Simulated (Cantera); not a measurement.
Charge: 1 mol SiH2Cl2, 1.4 mol HCl, 10 mol N2, at 0.0100 bar.

Cantera equilibrium calculation (NASA polynomials, part measured and part estimated; ideal gas, pure solids and liquids). Candidate condensed phases: NH4Cl, Si, Si3N4; 28 gas species. N2 is the only nitrogen source here; it is nearly inert below about 1500 K, so the nitride shown seldom forms there in practice. The tables' values for SiCl3, SiCl are old estimates; treat these amounts as uncertain. Equilibrium is a limit: real reactors are often held back by kinetics, nucleation or transport.

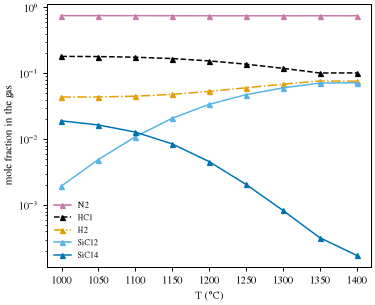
Figure: Equilibrium gas composition (values under 1e-9 drawn at 1e-9)

From 1000 °C to 1350 °C the condensed part is Si3N4(s). At 1400 °C nothing is condensed. The main Si-bearing gas is SiCl4 at 1000 °C and SiCl2 at 1400 °C. The share of Si in condensed phases is highest at 1000 °C (70.2 %) and lowest at 1400 °C (0.0 %).
